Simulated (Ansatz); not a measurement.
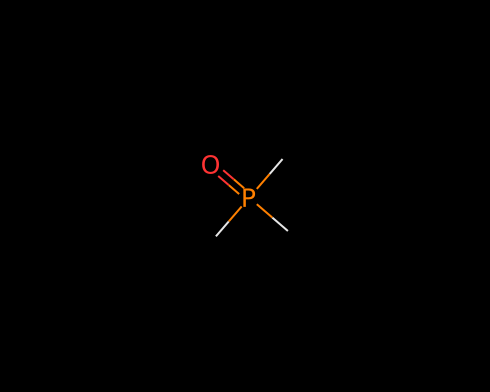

A structural formula.

> Give its SMILES.

CP(C)(C)=O

> What is the molecular formula?

C3H9OP.

> An optimisation with PBE0-D4/def2-TZVP gave a structure of which point group?

C3v.

The parts below concern this one geometry. Atoms keep their numbers from picture to picture. The geometry was computed by an optimisation with PBE0-D4/def2-TZVP.

**Geometry**

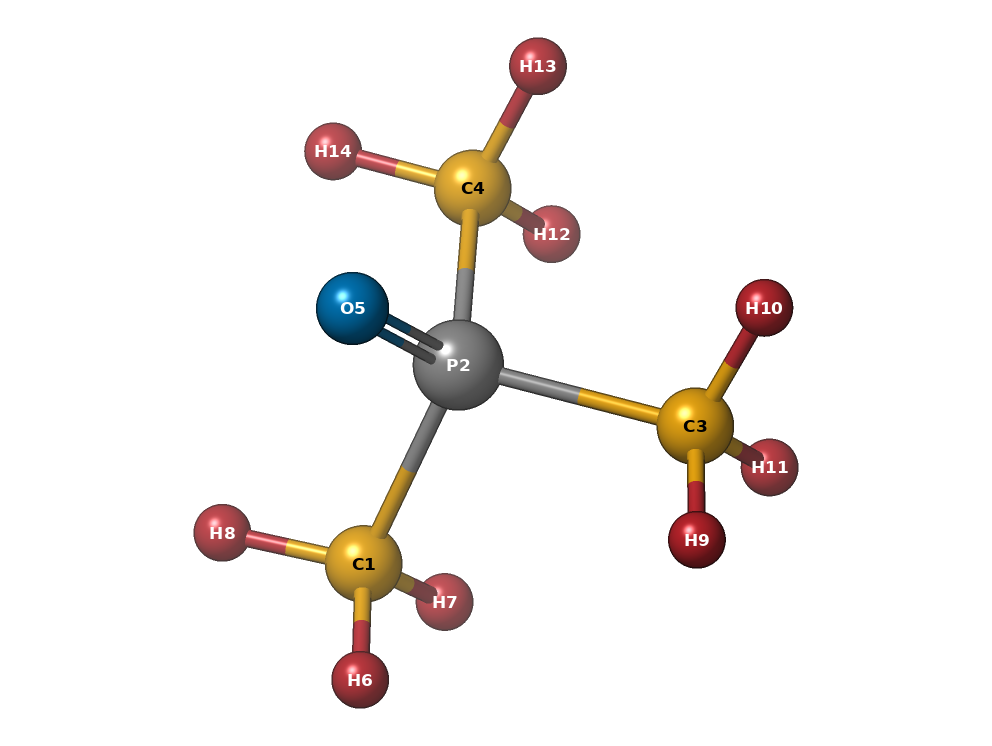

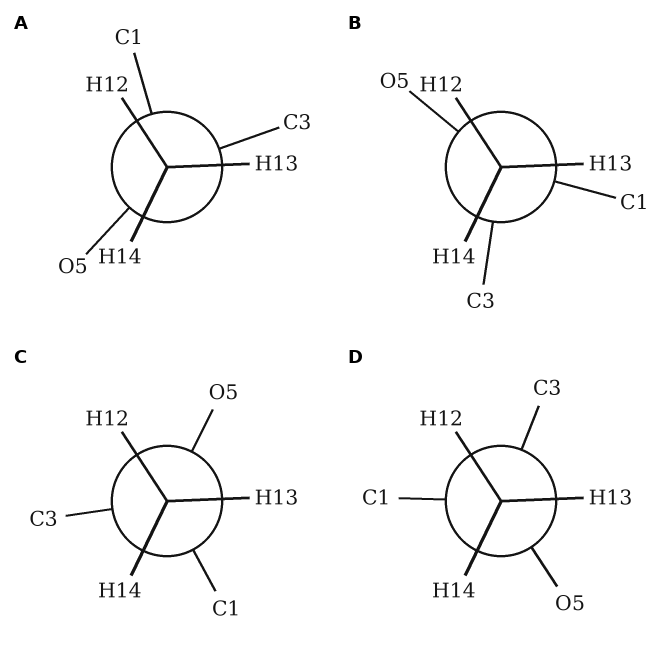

Distant atoms are faded towards the background colour. Bonds that would overlap in a projection are set slightly apart.

> Which Newman projection shows the view along C4–P2, with C4 in front?

D. The torsion angle H12–C4–P2–O5 is 180°, antiperiplanar (anti).

**Levels of theory compared**

Program: Ansatz 0.2.0.

Tabulate HOMO–LUMO gap (eV), HOMO energy (eV) at these levels: B97M-V/def2-TZVPP; BLYP-D4/def2-TZVPP; CAM-B3LYP-D4/def2-TZVPP; PBE-D4/def2-TZVPP; PBE0-D4/def2-QZVPP; SPW92 (LDA)/def2-TZVPP; r2SCAN0-D4/def2-TZVPP; r2SCANh-D4/def2-TZVPP; revPBE-D4/def2-TZVPP; ωB97M-V/def2-QZVPP; ωB97M-V/def2-SVP.

| level | HOMO–LUMO gap (eV) | HOMO energy (eV) |
| --- | --- | --- |
| B97M-V/def2-TZVPP | 6.45 | −6.40 |
| BLYP-D4/def2-TZVPP | 5.83 | −5.91 |
| CAM-B3LYP-D4/def2-TZVPP | 10.37 | −8.94 |
| PBE-D4/def2-TZVPP | 5.95 | −6.02 |
| PBE0-D4/def2-QZVPP | 7.86 | −7.54 |
| SPW92 (LDA)/def2-TZVPP | 5.97 | −6.20 |
| r2SCAN0-D4/def2-TZVPP | 8.93 | −7.72 |
| r2SCANh-D4/def2-TZVPP | 7.78 | −6.87 |
| revPBE-D4/def2-TZVPP | 5.97 | −5.95 |
| ωB97M-V/def2-QZVPP | 11.40 | −9.93 |
| ωB97M-V/def2-SVP | 12.41 | −9.54 |

**Thermal motion**

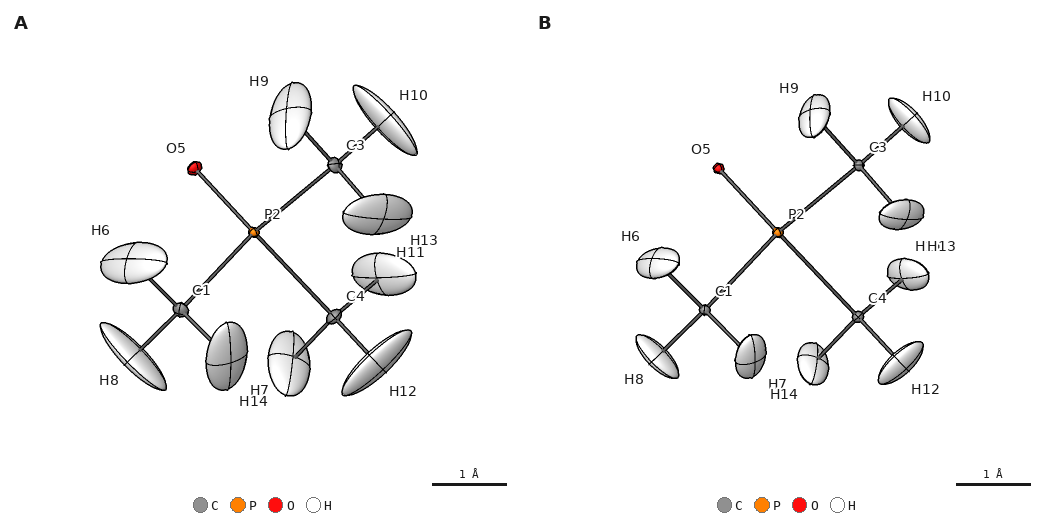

Displacement ellipsoids at the 50 % level, from the internal vibrations of the free molecule (harmonic, no overall translation or rotation; no half-axis is drawn under 0.075 Å). Vibrations computed with RKS PBE0-D4/def2-TZVP (Ansatz 0.2.0). One panel is for 200 K, the other for 600 K.

> Which panel is for 600 K?

A.

> How much does the mean-square displacement of H11 grow, and why?

U_eq goes from 0.0321 to 0.0712 Å², a factor of 2.2. Modes below kT (417 cm⁻¹ at 600 K) grow about in proportion to T, and the lowest lies at 153 cm⁻¹; the mean-square amplitude of a mode is its zero-point value times coth(ħω/2kT), which comes close to 1 only above about 3kT.

**Charges**

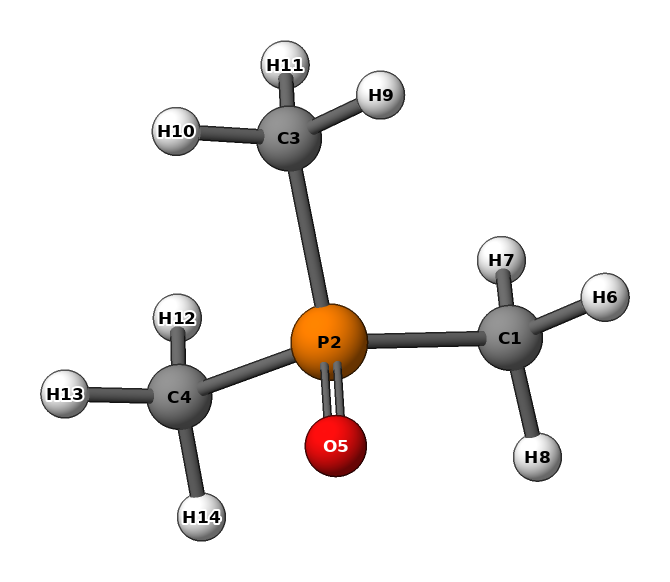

The questions are on Mulliken charges. Level of theory: RKS ωB97M-V/def2-TZVPP (Ansatz 0.2.0).

> Which atom carries the highest charge (most positive or least negative)?

P2 (0.60 e).

> And the lowest?

O5 (−0.57 e).

List the Mulliken charges.

```tsv
atom	value (e)
C1	−0.39
P2	0.60
C3	−0.39
C4	−0.39
O5	−0.57
H6	0.13
H7	0.11
H8	0.13
H9	0.13
H10	0.13
H11	0.11
H12	0.11
H13	0.13
H14	0.13
```

Mulliken values depend strongly on the basis set and can even reverse the polarity of a bond.
